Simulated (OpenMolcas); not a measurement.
## A ladder of methods for CHClFNOSi (SMILES O=C=N[SiH](F)Cl)

CHClFNOSi: 7 atoms, total charge 0, spin state singlet. As SMILES, `O=C=N[SiH](F)Cl`. The coordinates come from a PBE0-D4/def2-TZVP relaxation. This is one conformer, not always the lowest.

```xyz
7

O     0.8152   -2.3575    1.6587
C     0.5122   -1.5597    0.8746
N     0.1993   -0.7710    0.0283
Si   -0.2742    0.7220   -0.5967
F     0.9177    1.2927   -1.4644
Cl   -0.6529    2.0336    0.9040
H    -1.4561    0.5717   -1.4502
```

Quantity: the dipole moment, in D. The values are calculated.

| level | kind | program | value (D) | CPU time |
| --- | --- | --- | --- | --- |
| SVWN5/6-31G* (spherical functions) | LDA | OpenMolcas | 1.17 | 25 s |
| PBE/6-31G* (spherical functions) | GGA | OpenMolcas | 1.12 | 32 s |
| M06-L/6-31G* (spherical functions) | meta-GGA | OpenMolcas | 1.23 | 56 s |
| B3LYP/6-31G* (spherical functions) | global hybrid | OpenMolcas | 1.24 | 51 s |
| BHLYP/6-31G* (spherical functions) | global hybrid | OpenMolcas | 1.37 | 53 s |
| M06-2X/6-31G* (spherical functions) | hybrid meta-GGA | OpenMolcas | 1.33 | 48 s |
| PBE0/6-31G* (spherical functions) | global hybrid | OpenMolcas | 1.26 | 48 s |
| B3LYP/6-31G* (Cartesian functions) | global hybrid | OpenMolcas | 1.24 | 54 s |

The values span 1.12 to 1.37 D. Magnitudes only. CPU times are rough (shared hosts, several kinds of processor): they show what a rung costs within a factor of a few.

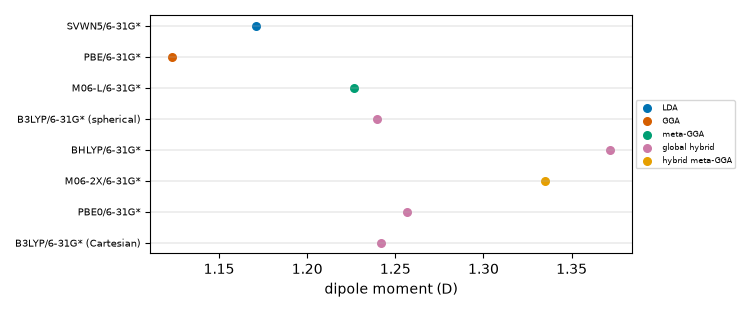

The values of the table, level by level.
